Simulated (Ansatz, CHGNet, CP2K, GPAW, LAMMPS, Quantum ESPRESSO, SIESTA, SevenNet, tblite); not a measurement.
# Running glassy 53P2O5-24SrO-24Li2O (mol %) (83 atoms) with CP2K

Wanted: CP2K inputs and outputs for glassy 53P2O5-24SrO-24Li2O (mol %) (83 atoms), checked against a plane-wave reference.

Program: CP2K 2026.2. Level of theory: the method is named at each step. Results are calculated unless marked as measured.

## (1) The starting structure

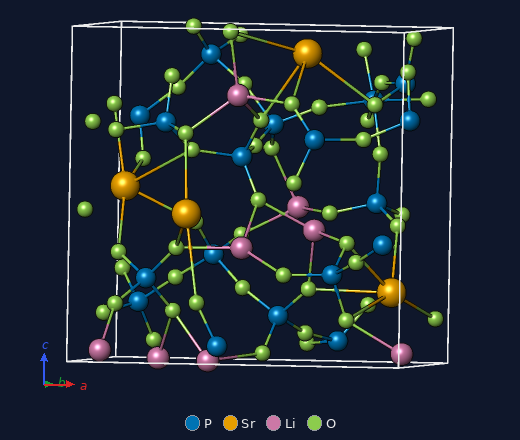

The starting structure, seen slightly off an axis (phosphorus blue, strontium orange, lithium pink, oxygen green). Bonds to atoms that aren't drawn are left out. Some periodic images of atoms are drawn too.

The cell holds 83 atoms: 18 P, 4 Sr, 8 Li and 53 O. Its edges and angles: a = 10.375 Å, b = 10.375 Å, c = 10.375 Å, α = 90.0°, β = 90.0°, γ = 90.0°. 83 atoms (18 P, 4 Sr, 8 Li, 53 O) placed at random at 2.74 g/cm³, melted at 4000 K for 10 ps at fixed volume with the Morse and Coulomb pair potential with partial charges (Pedone, Malavasi, Menziani, Cormack and Segre, J. Phys. Chem. B 110, 11780 (2006)). Quenched from 4000 K to 300 K at 20 K/ps and fixed volume, held 10 ps at zero pressure, then minimised at fixed cell.

The yardstick, on the same geometry:

```
method                                           : Kohn-Sham DFT, PBE, PAW, plane waves (Ansatz 0.2.0); cutoff 420 eV, Γ point, fermi-dirac smearing of 0.05 eV; PAW set soft_2
r.m.s. force component                           : 1.226 eV/Å
longest force                                    : 4.925 eV/Å
pressure                                         : 2.124 GPa
gap (highest filled to lowest empty level) : 2.263 eV
SCF cycles                                       : 9
time                                             : 16 s on 4 threads of Arm Neoverse V1, shared host
CPU time                                         : 59 s
```

## (2) PBE, DZVP-UZH, 800/50 Ry, OT DIIS

Method: Kohn-Sham DFT, PBE, GTH-PBE pseudopotentials, Gaussian and plane waves, DZVP-MOLOPT (UZH set), orbital transformation.

input.inp reads:

```
&GLOBAL
  PROJECT cell
  RUN_TYPE ENERGY_FORCE
  PRINT_LEVEL LOW
&END GLOBAL
&FORCE_EVAL
  METHOD QS
  STRESS_TENSOR ANALYTICAL
  &DFT
    BASIS_SET_FILE_NAME BASIS_MOLOPT_UZH
    POTENTIAL_FILE_NAME POTENTIAL_UZH
    &MGRID
      CUTOFF 800
      REL_CUTOFF 50
      NGRIDS 5
    &END MGRID
    &QS
      EPS_DEFAULT 1.0E-12
    &END QS
    &SCF
      SCF_GUESS ATOMIC
      EPS_SCF 1.0E-06
      MAX_SCF 30
      &OT
        MINIMIZER DIIS
        PRECONDITIONER FULL_ALL
        ENERGY_GAP 0.001
      &END OT
      &OUTER_SCF
        EPS_SCF 1.0E-06
        MAX_SCF 8
      &END OUTER_SCF
      &PRINT
        &RESTART OFF
        &END RESTART
      &END PRINT
    &END SCF
    &XC
      &XC_FUNCTIONAL PBE
      &END XC_FUNCTIONAL
    &END XC
    &PRINT
      &MULLIKEN ON
      &END MULLIKEN
      &HIRSHFELD ON
        SHAPE_FUNCTION DENSITY
      &END HIRSHFELD
      &MO_CUBES
        NHOMO 1
        NLUMO 4
        WRITE_CUBE F
      &END MO_CUBES
    &END PRINT
  &END DFT
  &SUBSYS
    &CELL
      A 10.37499 0.00000 0.00000
      B 0.00000 10.37499 0.00000
      C 0.00000 0.00000 10.37499
    &END CELL
    &COORD
      P 7.11154 9.11474 0.64076
      P 2.47568 3.37851 7.41086
      P 3.40393 7.65218 3.27445
      P 0.78549 9.29412 7.49303
      P 4.62735 5.02450 6.35323
      P 7.48203 0.97764 6.99171
      P 5.62231 6.47306 1.43445
      P 7.87586 2.49021 2.79658
      P 1.90298 3.56288 2.57870
      P 4.60079 0.56865 0.55579
      P 3.07318 8.64486 9.44010
      P 8.41017 8.09073 4.93694
      P 9.77812 0.23738 3.78656
      P 9.61606 5.57469 8.70389
      P 0.90522 8.80266 1.75213
      P 10.32239 1.87082 7.62178
      P 5.17349 7.90325 7.32941
      P 8.23048 8.33879 8.11542
      Sr 9.29858 5.53547 2.22855
      Sr 6.82446 3.64702 9.60745
      Sr 0.85770 5.93066 5.36667
      Sr 3.54399 0.80780 4.62828
      Li 2.02873 5.60415 0.07107
      Li 6.91317 5.07866 4.11285
      Li 5.73716 9.59147 4.75237
      Li 10.00315 3.14383 0.37651
      Li 4.87573 2.31165 8.29231
      Li 0.84618 1.21709 0.35929
      Li 4.92065 3.28047 3.55800
      Li 3.81634 3.99001 0.04440
      O 9.85863 8.85433 8.17528
      O 10.36856 7.67770 1.40944
      O 7.81683 8.91699 9.67281
      O 10.22061 1.98328 9.12138
      O 5.21364 4.66771 5.03135
      O 2.68142 7.51035 10.31606
      O 6.40635 2.16682 2.76462
      O 0.24070 9.80229 2.76193
      O 2.97409 6.64217 4.28674
      O 5.30318 4.31413 7.50516
      O 2.57860 3.81385 8.83534
      O 3.94779 0.51833 1.88493
      O 6.65877 5.80398 2.28457
      O 6.95622 8.03470 4.60867
      O 0.47818 5.91831 7.90356
      O 0.90947 4.41414 3.35102
      O 6.87395 0.93167 5.63746
      O 6.66396 1.60397 8.07371
      O 8.80391 1.28567 3.21220
      O 5.29176 5.57355 0.28189
      O 8.00213 9.41862 1.77485
      O 3.79538 9.88571 10.04092
      O 4.66345 1.90941 10.27083
      O 3.28161 2.14192 7.09639
      O 9.23291 7.03580 4.26910
      O 1.00689 8.63842 6.17800
[... 23 atom lines left out ...]
      O 6.28704 7.80376 0.89339
      O 5.99726 10.20671 0.53327
      O 8.15920 3.61828 3.75813
      O 4.79906 6.54849 6.67994
    &END COORD
    &KIND P
      BASIS_SET DZVP-MOLOPT-PBE-GTH-q5
      POTENTIAL GTH-PBE-q5
    &END KIND
    &KIND Sr
      BASIS_SET DZVP-MOLOPT-PBE-GTH-q10
      POTENTIAL GTH-PBE-q10
    &END KIND
    &KIND Li
      BASIS_SET DZVP-MOLOPT-PBE-GTH-q3
      POTENTIAL GTH-PBE-q3
    &END KIND
    &KIND O
      BASIS_SET DZVP-MOLOPT-PBE-GTH-q6
      POTENTIAL GTH-PBE-q6
    &END KIND
  &END SUBSYS
  &PRINT
    &FORCES ON
    &END FORCES
    &STRESS_TENSOR ON
    &END STRESS_TENSOR
  &END PRINT
&END FORCE_EVAL
```

Launch:

```sh
> OMP_NUM_THREADS=1 mpirun -np 4 cp2k.psmp -i input.inp > output.txt
```

Numbers of over 12 decimals in the logs are rounded to 6 here.

The program printed:

```text
CP2K| version string:                                       CP2K version 2026.2
 CP2K| Input file name                                                 input.inp
 GLOBAL| Basis set file name                                    BASIS_MOLOPT_UZH
 GLOBAL| Potential file name                                       POTENTIAL_UZH
 GLOBAL| Run type                                                   ENERGY_FORCE
 GLOBAL| Total number of message passing processes                             4
 GLOBAL| Number of threads for this process                                    1
 TOTAL NUMBERS AND MAXIMUM NUMBERS
  Total number of            - Atomic kinds:                                   4
                             - Atoms:                                         83
                             - Shell sets:                                    83
                             - Shells:                                       411
                             - Primitive Cartesian functions:                401
                             - Cartesian basis functions:                   1102
                             - Spherical basis functions:                   1027
  Maximum angular momentum of- Orbital basis functions:                        2
                             - Local part of the GTH pseudopotential:          6
                             - Non-local part of the GTH pseudopotential:      3
 SCF PARAMETERS         Density guess:                                    ATOMIC
                        max_scf:                                              30
                        eps_scf:                                        1.00E-06
                        Outer loop SCF in use
                        eps_scf                                         1.00E-06
                        max_scf                                                8
 Extrapolation method: initial_guess
 Number of electrons:                                                        472
[... lines left out ...]
  Step     Update method      Time    Convergence         Total energy    Change
[... lines left out ...]
  Total energy:                                             -1153.259443
[... lines left out ...]
                                         using   7 DIIS vectors
                                         safer DIIS on
  Preconditioner : FULL_ALL            : diagonalization, state selective
  Precond_solver : DEFAULT
  stepsize       :    0.15000000                  energy_gap     :    0.00100000
  eps_taylor     :   0.10000E-15                  max_taylor     :             4
  ----------------------------------- OT ---------------------------------------
  Step     Update method      Time    Convergence         Total energy    Change
[...]
4 OT DIIS     0.15E+00    3.9     0.00000242     -1153.2602986198 -1.30E-05
     5 OT DIIS     0.15E+00    3.9     0.00000097     -1153.2602986687 -4.90E-08
  *** SCF run converged in     5 steps ***
  Electronic density on regular grids:       -472.0000000000        0.0000000000
  Core density on regular grids:              471.9999999997       -0.0000000003
  Total charge density on r-space grids:       -0.0000000003
  Total charge density g-space grids:          -0.0000000003
  Overlap energy of the core charge distribution:               4.4475e-06
  Self energy of the core charge distribution:              -2783.880847
  Core Hamiltonian energy:                                    762.769269
  Hartree energy:                                            1121.986451
  Exchange-correlation energy:                               -254.135176
  Total energy:                                             -1153.260299
  outer SCF iter =    2 RMS gradient =   0.97E-06 energy =      -1153.2602986687
  outer SCF loop converged in   2 iterations or   35 steps
 !-----------------------------------------------------------------------------!
                     Mulliken Population Analysis
 #  Atom  Element  Kind  Atomic population                           Net charge
       1     P        1          3.909043                              1.090957
       2     P        1          3.885907                              1.114093
       3     P        1          3.840471                              1.159529
[...]
82     O        4          6.757953                             -0.757953
      83     O        4          6.404605                             -0.404605
 # Total charge                            472.000000                  0.000000
 !-----------------------------------------------------------------------------!
 !-----------------------------------------------------------------------------!
                           Hirshfeld Charges
  #Atom  Element  Kind  Ref Charge     Population                    Net charge
      1       P      1       5.000          4.469                         0.531
      2       P      1       5.000          4.447                         0.553
      3       P      1       5.000          4.461                         0.539
[...]
82       O      4       6.000          6.342                        -0.342
     83       O      4       6.000          6.120                        -0.120
  Total Charge                                                            0.000
 !-----------------------------------------------------------------------------!
  Eigenvalues of the occupied subspace spin            1
      -1.53943629     -1.53897815     -1.53236815     -1.52612601
      -1.52421382     -1.52314259     -1.52168954     -1.51499840
      -1.17790783     -1.16435333     -1.13078042     -1.11643345
[...]
0.09862493      0.10124105      0.10450809      0.11723829
 Fermi Energy [eV] :    3.190216
  Using OT eigensolver for additional unoccupied orbitals spin            1
  Lowest Eigenvalues of the unoccupied subspace spin            1
 OT| Eigensolver reached convergence in 265 iterations
       0.18966409      0.22771113      0.25312320      0.25880085
 HOMO - LUMO gap [eV] :    1.970806
 ENERGY| Total FORCE_EVAL ( QS ) energy [hartree]          -1153.260299
 FORCES| Atomic forces [hartree/bohr]
 FORCES|   Atom     x               y               z               |f|
 FORCES|      1  2.64015096E-02 -3.73911049E-03  4.23796007E-02   5.00704625E-02
 FORCES|      2  5.74816501E-02 -4.12119542E-02  6.79054953E-02   9.80495872E-02
 FORCES|      3 -2.18311141E-04  8.50253575E-03  4.97413433E-02   5.04632738E-02
[...]
FORCES|     82  1.11741565E-02  2.80181677E-02  2.01486988E-02   3.62746407E-02
 FORCES|     83 -1.82241755E-02  1.28675323E-02 -1.36039357E-02   2.61296963E-02
 FORCES| Sum     1.96231796E-03  2.33512580E-03 -9.36567608E-04
 FORCES| Total atomic force                                       3.19071514E-03
 STRESS| Analytical stress tensor [bar]
 STRESS|                        x                   y                   z
 STRESS|      x        3.88949389145E+04  -2.50899643511E+03   2.64699046710E+03
 STRESS|      y       -2.50899643511E+03   2.28417744676E+04   3.96534248499E+03
 STRESS|      z        2.64699046710E+03   3.96534248499E+03   3.07441527080E+04
 STRESS| 1/3 Trace                                             3.08269553633E+04
```

Run time: 2.6 min. Hardware: 4 MPI ranks of Arm Neoverse V1, shared host; peak memory 3.5 GiB; 10 min of CPU time.

Banners, paths, timers and routine set-up lines are dropped from the logs unmarked, and long logs keep their key lines alone; longer cuts are marked.

Compared with the plane-wave run:

| Item | Value |
| --- | --- |
| r.m.s. force component | 1.274 eV/Å |
| r.m.s. difference of force components | 74.22 meV/Å |
| longest difference of force vectors | 251.5 meV/Å |
| force difference over r.m.s. force | 6.054 % |
| slope of forces against the reference's | 1.038 |
| correlation of force components | 0.999 |
| gap (highest filled to lowest empty level) | 1.971 eV |
| gap difference | -0.2922 eV |
| pressure | 3.083 GPa |
| pressure difference | 0.9585 GPa |

Length of the force difference by element (eV/Å):

```
element  atoms   mean  most
     Li      8   0.13  0.18
      O     53  0.096  0.21
      P     18   0.17  0.25
     Sr      4   0.13  0.19
```

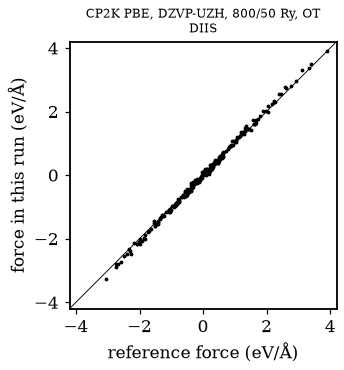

Force components against those of the reference; the line marks equality.

A closer look about O76, whose charge lies farthest from its element's mean: 9 atoms, nearest first, numbered in the order of the input, with positions taken from that point.

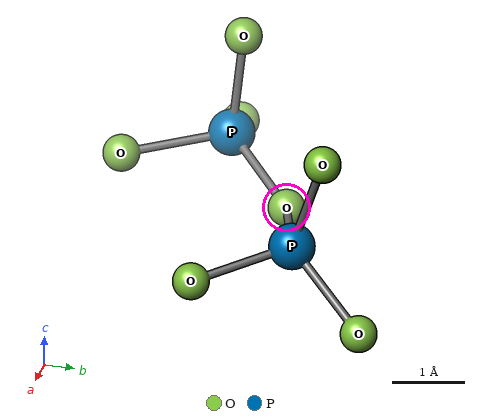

The atoms of the table, within 2.8 Å (arrows a, b, c point along x, y, z); some may hide others; the central atom is ringed.

```
atom      x      y      z  distance (Å)  bonds  Hirshfeld charge (e)     Fx     Fy  Fz (eV/Å)
 O76   0.00   0.00   0.00          0.00      2                 -0.11  -2.16   1.08      -2.79
 P16  -1.04  -1.06   0.47          1.56      4                  0.63  -1.17  -1.45       3.89
  P2   1.49   0.45   0.26          1.58      4                  0.55   2.96  -2.12       3.49
 O54   2.29  -0.79  -0.05          2.42      3                 -0.33   0.39  -0.91      -0.95
 O34  -1.14  -0.95   1.97          2.47      3                 -0.31  -0.10   0.40       0.37
 O41   1.59   0.88   1.69          2.48      2                 -0.28  -0.11   0.51       0.82
 O69  -0.37  -2.47   0.29          2.51      2                 -0.15   1.74   0.95      -0.95
 O75   2.14   1.59  -0.60          2.73      3                 -0.13  -2.90   2.24      -2.47
 O60  -2.45  -1.28  -0.14          2.76      2                 -0.13   2.35   2.31      -1.37
```

Forces lie 6.1 % from the reference's, at 10 times its CPU time.

## (3) PBE, DZVP-MOLOPT-SR, 800/50 Ry, OT DIIS

Method: Kohn-Sham DFT, PBE, GTH-PBE pseudopotentials, Gaussian and plane waves, DZVP-MOLOPT-SR-GTH, orbital transformation.

input.inp: that of step 2 with these lines changed.

```diff
@@ -9,4 +9,4 @@
   &DFT
-    BASIS_SET_FILE_NAME BASIS_MOLOPT_UZH
-    POTENTIAL_FILE_NAME POTENTIAL_UZH
+    BASIS_SET_FILE_NAME BASIS_MOLOPT
+    POTENTIAL_FILE_NAME GTH_POTENTIALS
     &MGRID
@@ -61,6 +61,31 @@
     &COORD
-[... 83 atom lines left out: the same atoms as in the first run ...]
+      SCALED
+      P 0.68545 0.87853 0.06176
+      P 0.23862 0.32564 0.71430
+      P 0.32809 0.73756 0.31561
+      P 0.07571 0.89582 0.72222
+      P 0.44601 0.48429 0.61236
+      P 0.72116 0.09423 0.67390
+      P 0.54191 0.62391 0.13826
+      P 0.75912 0.24002 0.26955
+      P 0.18342 0.34341 0.24855
+      P 0.44345 0.05481 0.05357
+      P 0.29621 0.83324 0.90989
+      P 0.81062 0.77983 0.47585
+      P 0.94247 0.02288 0.36497
+      P 0.92685 0.53732 0.83893
+      P 0.08725 0.84845 0.16888
+      P 0.99493 0.18032 0.73463
+      P 0.49865 0.76176 0.70645
+      P 0.79330 0.80374 0.78221
+      Sr 0.89625 0.53354 0.21480
+      Sr 0.65778 0.35152 0.92602
+[... 59 atom lines left out ...]
+      O 0.60598 0.75217 0.08611
+      O 0.57805 0.98378 0.05140
+      O 0.78643 0.34875 0.36223
+      O 0.46256 0.63118 0.64385
     &END COORD
     &KIND P
-      BASIS_SET DZVP-MOLOPT-PBE-GTH-q5
+      BASIS_SET DZVP-MOLOPT-SR-GTH-q5
       POTENTIAL GTH-PBE-q5
@@ -68,3 +93,3 @@
     &KIND Sr
-      BASIS_SET DZVP-MOLOPT-PBE-GTH-q10
+      BASIS_SET DZVP-MOLOPT-SR-GTH-q10
       POTENTIAL GTH-PBE-q10
@@ -72,3 +97,3 @@
     &KIND Li
-      BASIS_SET DZVP-MOLOPT-PBE-GTH-q3
+      BASIS_SET DZVP-MOLOPT-SR-GTH-q3
       POTENTIAL GTH-PBE-q3
@@ -76,3 +101,3 @@
     &KIND O
-      BASIS_SET DZVP-MOLOPT-PBE-GTH-q6
+      BASIS_SET DZVP-MOLOPT-SR-GTH-q6
       POTENTIAL GTH-PBE-q6
```

The program printed:

```text
CP2K| version string:                                       CP2K version 2026.2
 CP2K| Input file name                                                 input.inp
 GLOBAL| Basis set file name                                        BASIS_MOLOPT
 GLOBAL| Potential file name                                      GTH_POTENTIALS
 GLOBAL| Run type                                                   ENERGY_FORCE
 GLOBAL| Total number of message passing processes                             4
 GLOBAL| Number of threads for this process                                    1
 TOTAL NUMBERS AND MAXIMUM NUMBERS
  Total number of            - Atomic kinds:                                   4
                             - Atoms:                                         83
[... lines left out ...]
 Number of electrons:                                                        472
[... lines left out ...]
  Step     Update method      Time    Convergence         Total energy    Change
[... lines left out ...]
  Total energy:                                             -1153.525209
[... lines left out ...]
  Step     Update method      Time    Convergence         Total energy    Change
[... lines left out ...]
  *** SCF run converged in     5 steps ***
[... lines left out ...]
  Total energy:                                             -1153.525959
[... lines left out ...]
  outer SCF loop converged in   2 iterations or   35 steps
[... lines left out ...]
  Total Charge                                                            0.000
 !-----------------------------------------------------------------------------!
  Eigenvalues of the occupied subspace spin            1
      -1.54364196     -1.54296725     -1.53670955     -1.52994013
      -1.52782655     -1.52656693     -1.52498889     -1.51862213
      -1.19224119     -1.17886108     -1.14464934     -1.13020991
[...]
0.09945362      0.10237359      0.10547054      0.11856388
 Fermi Energy [eV] :    3.226287
  Using OT eigensolver for additional unoccupied orbitals spin            1
  Lowest Eigenvalues of the unoccupied subspace spin            1
 OT| Eigensolver reached convergence in 253 iterations
       0.18814746      0.22695093      0.25134262      0.25809140
 HOMO - LUMO gap [eV] :    1.893465
 ENERGY| Total FORCE_EVAL ( QS ) energy [hartree]          -1153.525959
 FORCES| Atomic forces [hartree/bohr]
 FORCES|   Atom     x               y               z               |f|
 FORCES|      1  2.86215923E-02 -3.55231131E-03  4.49480381E-02   5.34054359E-02
 FORCES|      2  5.96919348E-02 -4.26424789E-02  6.98099778E-02   1.01266683E-01
 FORCES|      3 -3.22951630E-04  8.59632572E-03  5.26774714E-02   5.33752481E-02
[...]
FORCES|     82  1.10397377E-02  2.91781457E-02  2.10082900E-02   3.76110122E-02
 FORCES|     83 -1.84837256E-02  1.30750653E-02 -1.43179065E-02   2.67882044E-02
 FORCES| Sum     1.91115196E-03  2.27575724E-03 -9.87022339E-04
 FORCES| Total atomic force                                       3.13141916E-03
 STRESS| Analytical stress tensor [bar]
 STRESS|                        x                   y                   z
 STRESS|      x        4.03594339755E+04  -2.47983517798E+03   2.65944723851E+03
 STRESS|      y       -2.47983517798E+03   2.38161984376E+04   3.87526740674E+03
 STRESS|      z        2.65944723851E+03   3.87526740674E+03   3.02310522694E+04
 STRESS| 1/3 Trace                                             3.14688948941E+04
```

Elapsed: 2.4 min, on 4 MPI ranks; peak memory 3.6 GiB.

Compared with the plane-wave run:

```
r.m.s. force component                           : 1.319 eV/Å
r.m.s. difference of force components            : 111.7 meV/Å
longest difference of force vectors              : 431 meV/Å
force difference over r.m.s. force               : 9.11 %
slope of forces against the reference's          : 1.075
correlation of force components                  : 0.9988
gap (highest filled to lowest empty level) : 1.893 eV
gap difference                                   : -0.3695 eV
pressure                                         : 3.147 GPa
pressure difference                              : 1.023 GPa
```

Against the first run (6.1 %), the force difference from the reference is 9.1 %, at 0.94 times the CPU time, with 1027 basis functions against 1027; this set comes with other potentials too, so the change isn't the basis's alone.

(Part 1 of 2 ends here.)

[Also dropped from logs without a mark: logging warnings of Python, and SIESTA's first energy breakdown and zero terms.]

[Logs are printed without paths, hosts, clocks, repeated set-up lines and the standing remarks that a program may print on its own settings, such as how far it seeks lower states.]

[Hosts, paths, dates, database ids (printed as entryN), source tags and the programs' standing remarks are cut or masked in the printed files.]
